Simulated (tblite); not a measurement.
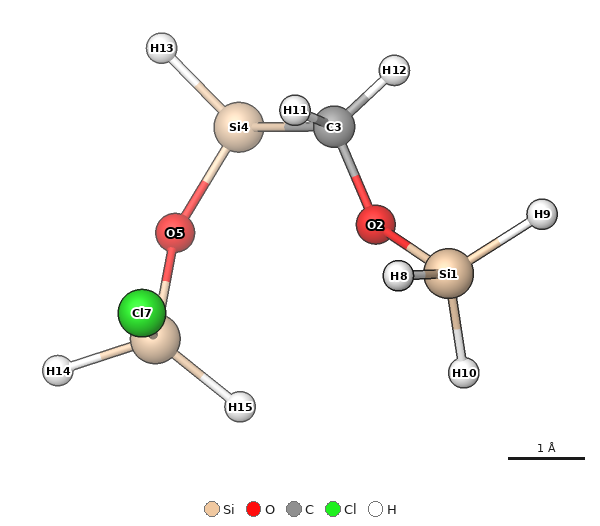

**Figure 1.** The structure as given in the input (ball-and-stick view, seen at a tilt; atoms are numbered from 1 in the order of the input).

**Run report: CH8ClO2Si3, frequency calculation**

System: CH8ClO2Si3, multiplicity 2.
Method: GFN2-xTB harmonic vibrations, gas phase (tblite 0.8.0).

It belongs to a series of runs on one base structure; here: H removed from Si.

What the program printed:
```
mode    cm-1     km/mol
  1      33.1      0.28
  2      47.6      3.81
  3      53.7      2.50
  4      55.4      3.35
  5     100.4      3.41
  6     121.0      2.50
  7     162.9      1.73
  8     187.1      4.04
  9     231.7      6.17
 10     295.7     28.79
 11     490.9     33.31
 12     512.4     59.34
 13     521.9     37.41
 14     578.8     17.97
 15     593.1     24.46
 16     600.9     49.18
 17     617.0     64.38
 18     631.7    127.11
 19     720.4    136.19
 20     741.7    235.58
 21     748.8    314.78
 22     774.1    161.56
 23     787.7     12.41
 24     792.3    126.49
 25     815.1    319.89
 26     836.8    320.89
 27    1048.8    443.13
 28    1126.9    245.37
 29    1196.0     17.53
 30    1270.5     10.71
 31    1471.2      0.88
 32    2214.9    432.27
 33    2246.2    288.16
 34    2254.0    161.80
 35    2321.0    279.29
 36    2342.7     82.44
 37    2350.2    274.75
 38    2859.9     51.97
 39    2924.3     43.97
```

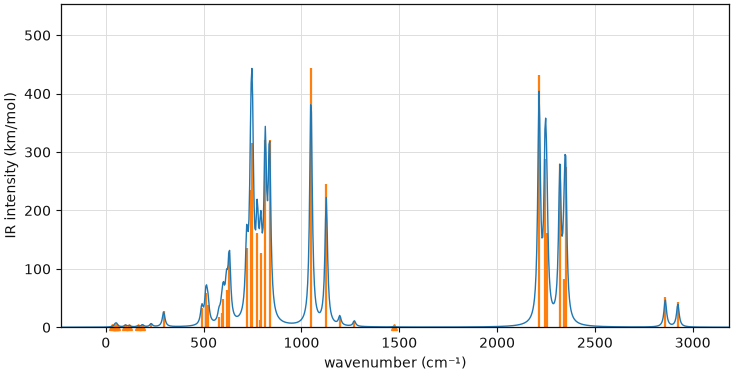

**Figure 2.** Harmonic infrared spectrum, unscaled: sticks (degenerate modes added up, dark ones marked on the axis) with a Lorentzian envelope of 16 cm⁻¹ full width, scaled to the tallest stick. 39 modes from 33 to 2924 cm⁻¹, none imaginary. The strongest line is at 1049 cm⁻¹ (443 km/mol).

This output came from the following input.

Input:
```
{"job": {"kind": "ir", "xc": "GFN2-xTB", "basis": "xTB"}, "charge": 0, "multiplicity": 2}
Si    -1.061542    -0.537410     2.013929
O     -0.884133    -0.430115     0.405554
C     -0.366299    -1.389805    -0.482061
Si    -0.174828    -0.506650    -2.169688
O      0.474410     0.957644    -1.859528
Si     1.025490     2.029594    -0.780871
Cl     2.327735     1.130256     0.454063
H      0.227238    -0.736227     2.681500
H     -1.932765    -1.666897     2.358662
H     -1.667292     0.762106     2.256096
H      0.613362    -1.732692    -0.124551
H     -1.021554    -2.265029    -0.512473
H      0.786310    -1.141479    -3.070197
H      1.732707     2.986611    -1.616973
H     -0.083254     2.548082     0.000141
```

The first line tells a small driver script what to run in tblite; the rest is the geometry in Å.

Command:
```bash
OMP_NUM_THREADS=1 python <driver script> task.json out
```

Results in brief:

- outcome: converged
- total energy: −659.5367 eV
- zero-point energy: 53.8650 kcal/mol
- hardware: 1 CPU thread, shared host
- wall time: 0.57 s
- peak memory: 0.18 GiB
